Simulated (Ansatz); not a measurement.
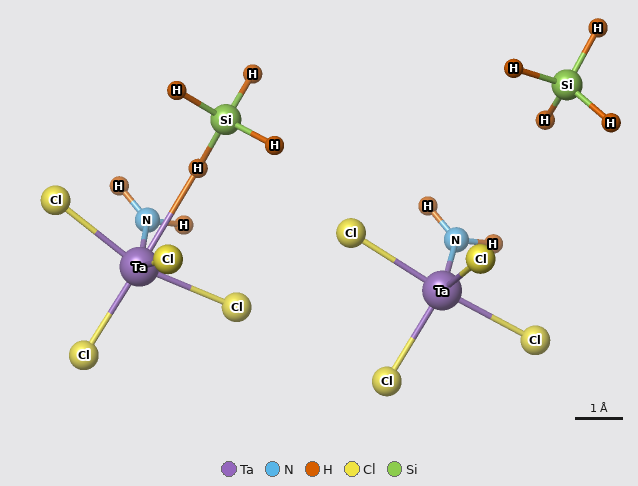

Two geometries of TaSiNH6Cl4, drawn at one scale. One is the start of a relaxation, the other its converged end. The picture is a ball-and-stick view, seen from a free direction.

These are results of Ansatz 0.2.0, RHF/def2-SVP, not measurements. Set-up: no spin polarisation; force threshold 0.03 eV/Å; at most 50 steps.

Question: Which one is relaxed?

Answer: The right one is the relaxed one. The run prepares an end point of a later path (reaction) calculation, from a guessed geometry. After 13 geometry steps the energy has fallen by 14.5 kcal/mol. Largest force component: 2.6 eV/Å at the start, 0.027 eV/Å at the end. The largest move after the best rigid fit is that of an H atom, 1.34 Å. Largest moves by element: H 1.34 Å, Si 0.92 Å, Cl 0.91 Å, Ta 0.66 Å, N 0.48 Å. Some distances before and after: H–Ta 2.490 → 4.325 Å, N–Ta 2.072 → 1.940 Å, Cl–Ta 2.287 → 2.321 Å, Cl–Ta 2.346 → 2.325 Å. Among the angles between lasting bonds that change: N–Ta–Cl 141.3° → 119.3°, Cl–Ta–Cl 107.9° → 121.7°, Cl–Ta–Cl 163.9° → 173.1°.

Limits of the set-up: Hartree-Fock leaves out electron correlation.
